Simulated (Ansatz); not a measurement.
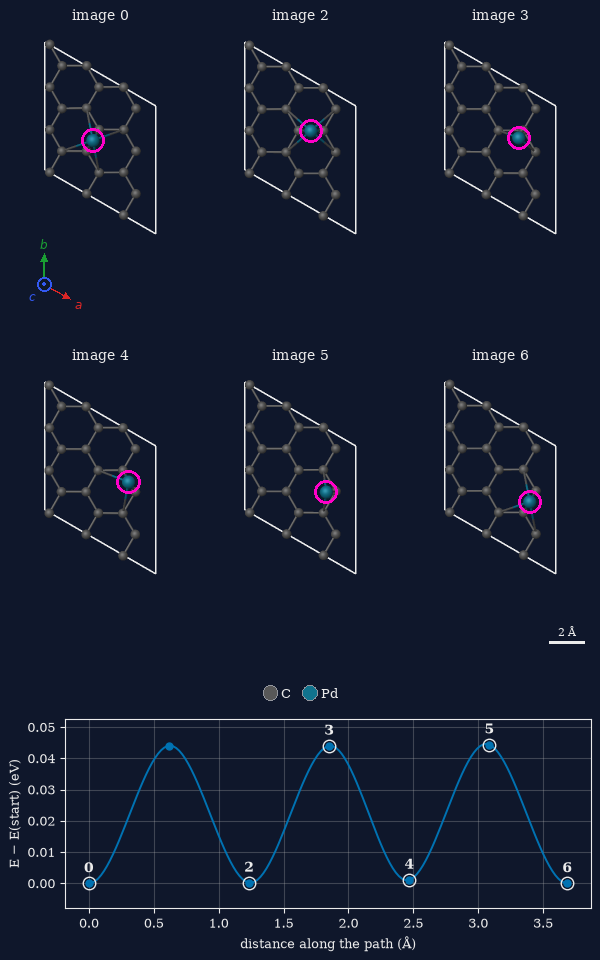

A search for the minimum-energy path of Pd on graphene monolayer (19 atoms in the cell) by the nudged elastic band. Images are numbered from 0 (start) to 6 (end). Style: ball-and-stick. Shown: the simulation cell, with the vacuum cut short (origin moved), along the c axis. The moving atom is ringed, with any periodic copies. Bonds to atoms that aren't drawn are left out.

Level of theory: DFT LDA, scalar-relativistic, plane waves, PAW (Ansatz 0.2.0).

Input
```yaml
crystal:
  lattice:
    - [7.398, 0.0, 0.0]
    - [-3.699, 6.406856, 0.0]
    - [0.0, 0.0, 11.0]
  atoms:
    - { symbol: C, position: [-0.00751061, 6.272e-05, 0.08862369] }
    - { symbol: C, position: [0.21509137, 0.11167782, 0.08912069] }
    - { symbol: C, position: [-0.00997772, 0.33179025, 0.09133596] }
    - { symbol: C, position: [0.21399068, 0.44306694, 0.09770074] }
    - { symbol: C, position: [-0.00809705, 0.66659348, 0.08720743] }
    - { symbol: C, position: [0.2141437, 0.78002663, 0.091337] }
    - { symbol: C, position: [0.32572763, 0.00012957, 0.08911514] }
    - { symbol: C, position: [0.54833421, 0.11175033, 0.08861581] }
    - { symbol: C, position: [0.32668378, 0.33179434, 0.09133452] }
    - { symbol: C, position: [0.54891746, 0.44522255, 0.0872267] }
    - { symbol: C, position: [0.32684165, 0.66876225, 0.09769776] }
    - { symbol: C, position: [0.55079616, 0.78002326, 0.09134369] }
    - { symbol: C, position: [0.65931405, 0.00013154, 0.08911615] }
    - { symbol: C, position: [0.88149636, 0.11168013, 0.08912292] }
    - { symbol: C, position: [0.65904683, 0.33317658, 0.0867045] }
    - { symbol: C, position: [0.88120786, 0.44521514, 0.08721199] }
    - { symbol: C, position: [0.65959939, 0.66659135, 0.0872259] }
    - { symbol: C, position: [0.88177419, 0.778633, 0.0867094] }
    - { symbol: Pd, position: [0.27025106, 0.55589102, 0.2759774] }
basis:
  ecutwfc: 420.0
kpoints:
  mp_grid: { grid: [2, 2, 1] }
hamiltonian:
  xc: lda
scf:
  occupations: { method: fermi_dirac, width: 0.05 }
  lower_state_search: "off"
neb:
  images: 5
  f_tol: 0.05
  initial_path: linear
  max_iterations: 50
  optimiser: lbfgs
  final_atoms:
    - { symbol: C, position: [-0.00735262, 0.00013154, 0.08911615] }
    - { symbol: C, position: [0.21482969, 0.11168013, 0.08912292] }
    - { symbol: C, position: [-0.00761984, 0.33317658, 0.0867045] }
    - { symbol: C, position: [0.21454119, 0.44521514, 0.08721199] }
    - { symbol: C, position: [-0.00706728, 0.66659135, 0.0872259] }
    - { symbol: C, position: [0.21510752, 0.778633, 0.0867094] }
    - { symbol: C, position: [0.32582272, 6.272e-05, 0.08862369] }
    - { symbol: C, position: [0.5484247, 0.11167782, 0.08912069] }
    - { symbol: C, position: [0.32335561, 0.33179025, 0.09133596] }
    - { symbol: C, position: [0.54732401, 0.44306694, 0.09770074] }
    - { symbol: C, position: [0.32523628, 0.66659348, 0.08720743] }
    - { symbol: C, position: [0.54747703, 0.78002663, 0.091337] }
    - { symbol: C, position: [0.65906096, 0.00012957, 0.08911514] }
    - { symbol: C, position: [0.88166754, 0.11175033, 0.08861581] }
    - { symbol: C, position: [0.66001711, 0.33179434, 0.09133452] }
    - { symbol: C, position: [0.88225079, 0.44522255, 0.0872267] }
    - { symbol: C, position: [0.66017498, 0.66876225, 0.09769776] }
    - { symbol: C, position: [0.88412949, 0.78002326, 0.09134369] }
    - { symbol: Pd, position: [0.60358439, 0.55589102, 0.2759774] }
  order_check: true
```

Command:
```bash
ansatz run input.yaml --threads 1 --pin off --max-ram 3072MiB --backend cpu --events-out ev --progress --plain --runs-dir out
```

Read off the barrier and say what moves.

Answer. The adsorbate starts on a hollow site and hops by a lattice vector of the surface; other mechanisms, such as exchange with a surface atom, weren't searched. The path has more than one stage, and so few images may leave a stage unresolved. The Pd atom travels furthest, 2.47 Å from end to end, on a path that bends up to 1.00 Å away from the straight line. At the highest image its nearest neighbour (C) is 2.04 Å away, against 2.09 Å at the start, and the surrounding atoms stand up to 0.07 Å off the mean of their end positions. The two ends have the same energy, and the highest point, image 5, lies 0.044 eV above the start. The profile has 3 maxima (images 1, 3, 5) with a dip at image 2, 4 (0.000 eV, 0.001 eV), so the process runs in steps. The band converged in 34 iterations. The climbing image converged on the top of the path. A check of its curvatures didn't confirm a first-order saddle.

Limits of the set-up: the periodic images lie only 7.4 Å apart, so the values are limited by the cell's size.

The run took 23 min on 1 thread of Arm Neoverse V2, on a shared host, peak memory 0.92 GiB.
